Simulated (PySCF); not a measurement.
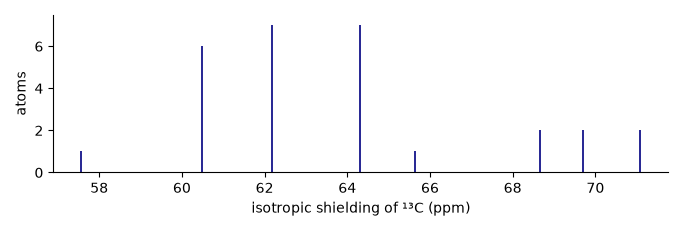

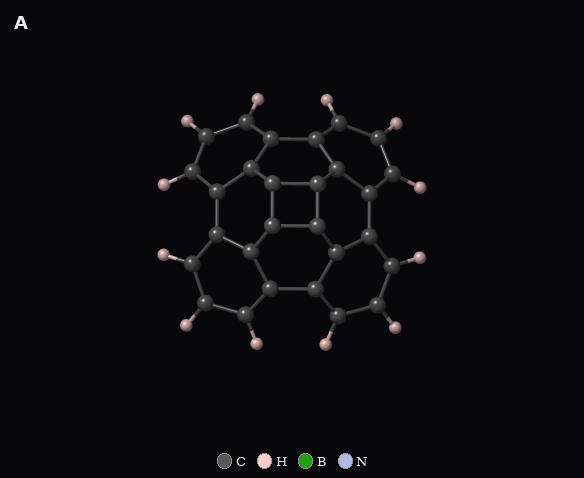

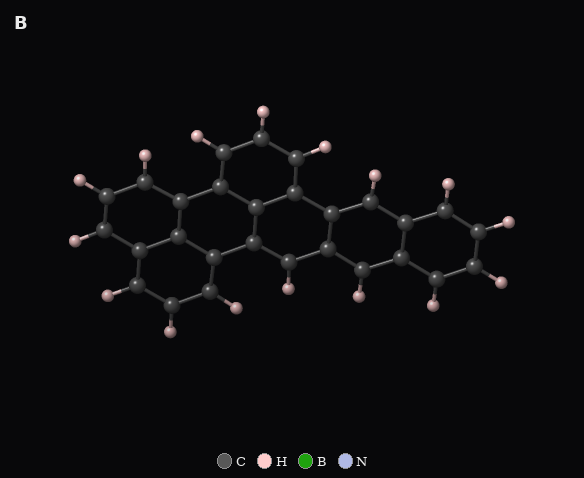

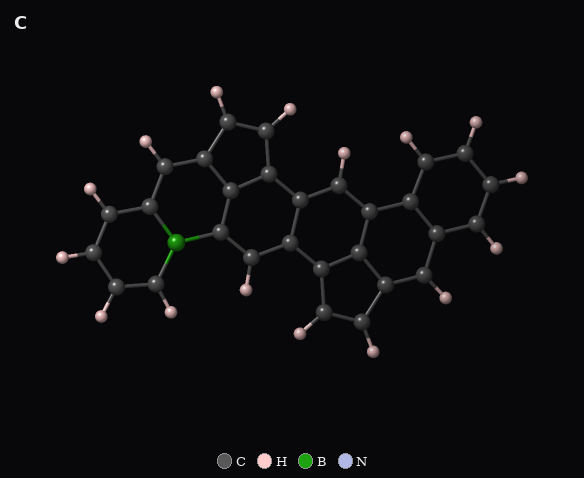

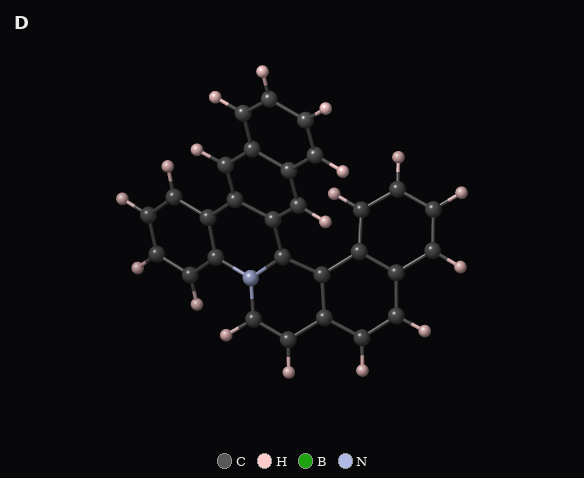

The sticks are computed shieldings of one of the molecules, for one fixed geometry (GFN2-xTB) without averaging over rotations. Low shielding means a high chemical shift. Method: GIAO KT3/pcSseg-1 NMR shielding, non-relativistic, gas phase (PySCF 2.14.0).

Which molecule gives this pattern?

B, `c1ccc2cc3c(cc2c1)cc1c2cccc4cccc(c5cccc3c51)c42`. Its 28 C atoms give lines at 57.6, 60.5 (6 atoms), 62.2 (7 atoms), 64.3 (7 atoms), 65.6, 68.7 (2 atoms), 69.7 (2 atoms), 71.1 (2 atoms) ppm.

The geometry is semi-empirical. Around B such bond lengths and angles can be off by a tenth of an ångström or more and by several degrees, and values that hang on the shape move with them.
